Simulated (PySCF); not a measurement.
Vertical excitations of a molecule C2H5BF2O from TDA-LC-ωPBE/def2-SVPD (PySCF 2.14.0), as energy in eV (oscillator strength): 7.53 (0.008), 8.12 (0.018), 8.34 (0.038), 8.95 (0.004), 9.17 (0.033), 9.75 (0.067), 9.80 (0.009), 9.88 (0.038), 10.13 (0.016), 10.35 (0.011). Lowest triplet (TDA): 7.09 eV. Geometry optimised at r2SCAN-D4/def2-SVP. The values are those of a single conformer.

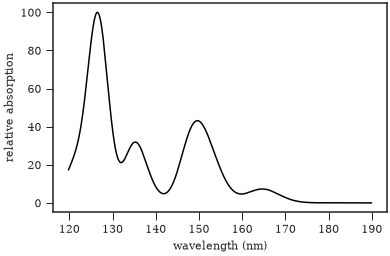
The lines broadened by 0.4 eV.

### Question
Pick the molecule that these values belong to.
A. C[C@H](O)B(F)F
B. OCCB(F)F
C. CCOB(F)F
D. OCB(F)CF

### Answer
A, C[C@H](O)B(F)F
